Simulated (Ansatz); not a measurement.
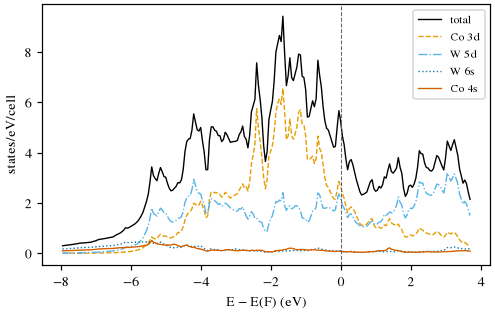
*Total and projected density of states of CoW in space group Cmcm (No. 63; W on 4c, Co on 4c), PBEsol (plane waves, PAW; program Ansatz)*

Question: Which orbitals carry the states next to the Fermi level?

Answer: Within 0.5 eV of the Fermi level: Co 3d 52 %, W 5d 40 %. Projections are on Löwdin-orthogonalised atomic valence shells; empty p or d shells of many metals are not among them.

Question: Where is the tallest occupied peak in this window, and what makes it?

Answer: Near -1.6 eV, about 9.4 states/eV per cell; the largest projected share is Co 3d.

The start of the workflow was typed in or built on a structure type; neither database checked (COD, Materials Project) lists it. Its standing as an ambient phase is unchecked. The PBEsol relaxation kept the symmetry of its start; its stability against distortions is not shown here. The workflow began spin-polarised and lost its moments. Scalar-relativistic: spin–orbit coupling is off unless named, which matters more the heavier the elements.

Potentials: the earlier of the program's two PAW sets. The files were generated under PBE; for other functionals the program regenerates the frozen cores, and for LDA and PBEsol the local potential too.
